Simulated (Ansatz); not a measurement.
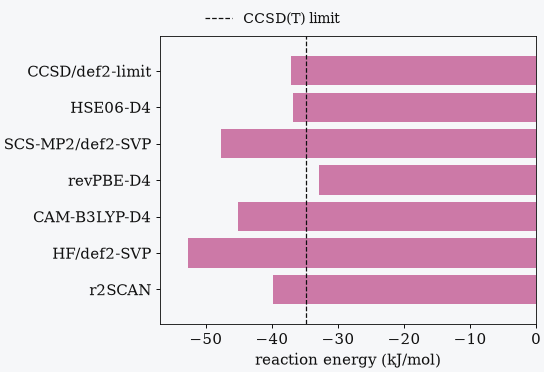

Electronic reaction energy of BSiH₂OCl (ClB1O[SiH2]1) + H₂O (O) → BSiH₃O₂ (OB1O[SiH2]1) + HCl (Cl) (SMILES in brackets) at several levels (functionals in def2-TZVPP unless a basis is named), isolated molecules at PBE0-D4 triple-zeta geometries, minima by their frequencies, no zero-point or thermal terms, the Ansatz code 0.2.0. The line is frozen-core CCSD(T) at the basis limit (MP2 extrapolated from triple and quadruple zeta, plus CCSD(T) less MP2 in a smaller set). No dispersion term is added to r2SCAN. The distance of SCS-MP2/def2-SVP and HF/def2-SVP to the limit includes basis error.

Q: Which level comes closest to the line (CCSD(T) limit), and which misses most?

A: Closest revPBE-D4 (−32.9 kJ/mol), against −34.8 kJ/mol; farthest HF/def2-SVP (−52.7 kJ/mol).

Q: Give the values.

A:
```
           level  kJ/mol  less CCSD(T) limit
 CCSD/def2-limit   −37.1                −2.2
        HSE06-D4   −36.8                −2.0
SCS-MP2/def2-SVP   −47.7               −12.9
       revPBE-D4   −32.9                 1.9
    CAM-B3LYP-D4   −45.2               −10.4
     HF/def2-SVP   −52.7               −17.9
          r2SCAN   −39.8                −5.0
   CCSD(T) limit   −34.8                 0.0
```
